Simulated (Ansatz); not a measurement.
Input file:

```
crystal:
  periodic: [false, false, false]
  atoms:
    - {symbol: N, position_ang: [-0.890546, 0.896865, 0.703776]}
    - {symbol: W, position_ang: [0.110992, -0.220384, -0.498359]}
    - {symbol: O, position_ang: [1.006707, -1.566973, 0.460717]}
    - {symbol: S, position_ang: [-1.269412, -1.135671, -1.834071]}
    - {symbol: S, position_ang: [1.510715, 1.016306, -1.514630]}
    - {symbol: H, position_ang: [-0.542909, 1.764665, 1.082905]}
    - {symbol: H, position_ang: [-1.865308, 0.751412, 0.919474]}
    - {symbol: H, position_ang: [1.939762, -1.506220, 0.680188]}
basis:
  gaussian: {orbitals: def2-TZVPP}
hamiltonian: {xc: pbe0, dispersion: d4}
output: {orbitals: {seedname: orbitals}}
```

Launched as:

```sh
ansatz run in.yaml --threads 4 --pin off --events-out ev --progress --plain --max-ram 10444MiB
```

Geometry: PBE0-D4/def2-TZVP; core potentials replace the inner electrons of W.

Computed with RKS PBE0-D4/def2-TZVPP (Ansatz).

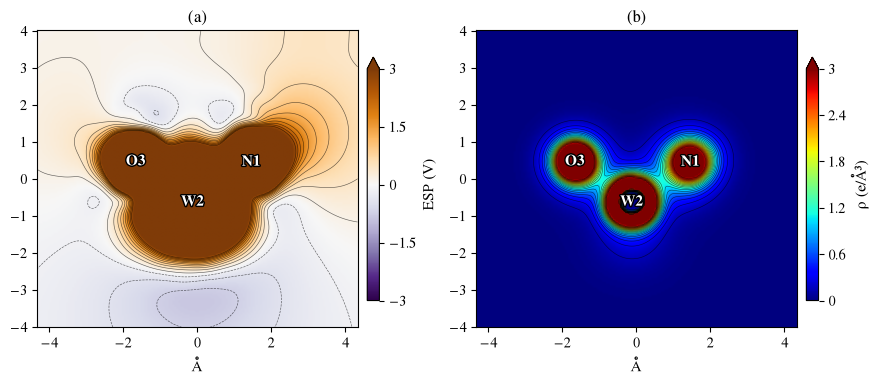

H$_{3}$NOS$_{2}$W (SMILES [NH2][W]([OH])(=[S])=[S]). (a) electrostatic potential; (b) electron density on the plane of atoms N1, W2 and O3.

> What does the map show?

- Atoms in the plane: N, W and O.
- W–O (1.88 Å): ρ is about 1.2 e/Å³ halfway.
- W–N (1.92 Å): ρ at the midpoint is about 1.1 e/Å³.
- Outside the dense part of the molecule the potential is most negative (−0.8 V) near S5, which lies off the plane.
